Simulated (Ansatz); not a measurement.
## Electronic structure of ClH3OSi···H2 in real space

Input

```
crystal:
  periodic: [false, false, false]
  atoms:
    - { symbol: Si, position_ang: [0.322582, 0.418882, -0.348818] }
    - { symbol: H, position_ang: [-0.11407, -0.212503, 2.215756] }
    - { symbol: Cl, position_ang: [1.902569, -0.300781, -1.507167] }
    - { symbol: H, position_ang: [-0.634098, 1.141797, -1.203871] }
    - { symbol: H, position_ang: [-0.287253, -0.777443, 0.253258] }
    - { symbol: O, position_ang: [0.922624, 1.555376, 0.718122] }
    - { symbol: H, position_ang: [1.780481, 1.373546, 1.100086] }
    - { symbol: H, position_ang: [0.124865, 0.419826, 2.448634] }
basis:
  gaussian: { orbitals: cc-pVDZ }
hamiltonian:
  xc: { name: BHLYP }
relax:
  f_tol: 0.03
  max_steps: 50
output:
  orbitals: {}
```

Launched as:

```sh
ansatz run input.yaml --threads 1 --pin off --max-ram 2048MiB --backend cpu --events-out ev --progress --plain --runs-dir out
```

The fields are those of the run's last geometry, not of the input's.

The calculation used RKS BHLYP/cc-pVDZ in Ansatz.

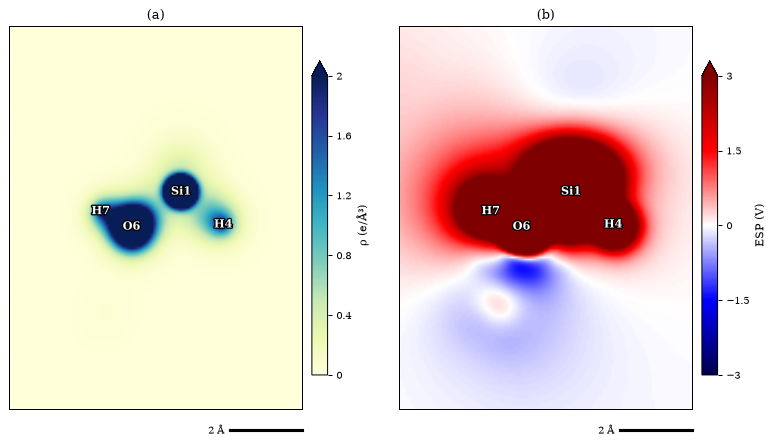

Figure 1. (a) total electron density; (b) molecular electrostatic potential on the plane of atoms Si1, O6 and H7.

Interpret the plot.

The plane passes through Si, H and O nuclei.
O6···H4 (2.51 Å): the density falls to about 0.3 e/Å³ on the way: a non-bonded, intermolecular contact.
Si–O (1.66 Å): ρ is about 1 e/Å³ halfway.
O–H (0.96 Å): ρ at the midpoint is about 3.7 e/Å³.
Si–H (1.47 Å): ρ at the midpoint is about 0.8 e/Å³.
Outside the dense part of the complex the potential is most negative (−1.4 V) near O6.

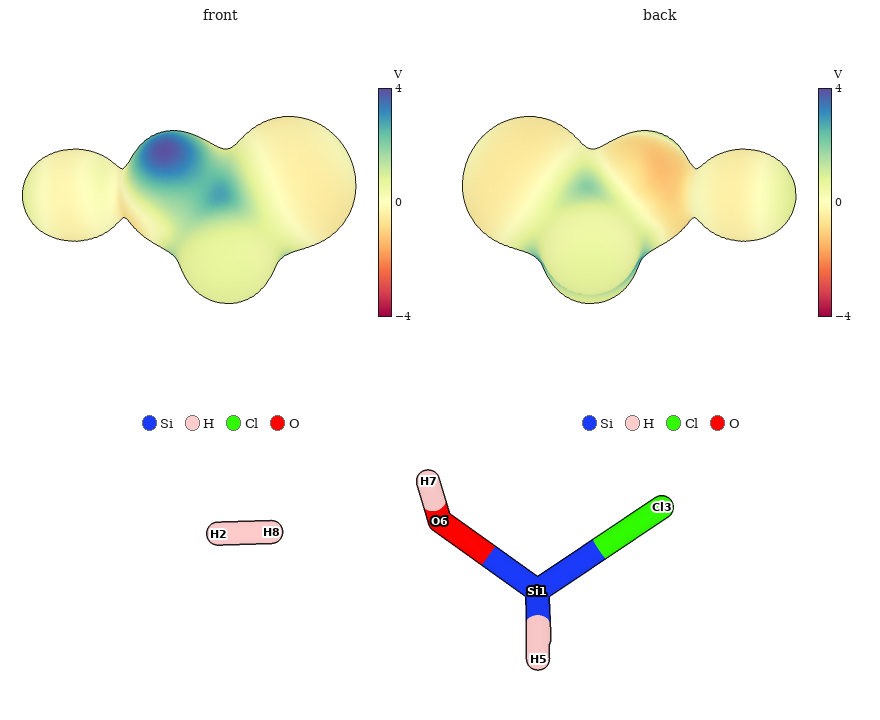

Figure 2. The molecular electrostatic potential painted on the density surface at 0.004 e/bohr³, seen from the front and from behind; red is negative and blue positive. The bare structure is drawn below in the same view.

Which sites attract a positive test charge, and which a negative one?

A positive charge is drawn to the negative regions and a negative charge to the positive ones. The most negative region (about −1.3 V) lies over O6, the most positive (about +3.8 V) over H7. Cl3 shows a σ-hole: about +0.1 V at the tip opposite its bond, against about −0.4 V on its flanks. O6 is the likeliest acceptor of a hydrogen bond.

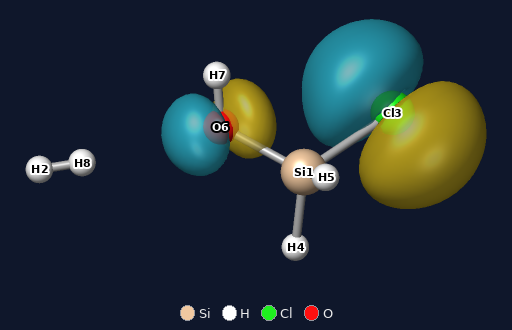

Figure 3. The HOMO−1 at ±0.1 Å⁻³ᐟ² (yellow and cyan are the two phases), seen across its widest extent.

Describe this orbital and give its energy.

It lies mainly on Cl3 (about 80 %) and O6 (about 10 %); largely a lone pair of Cl3. Its energy is −10.47 eV.
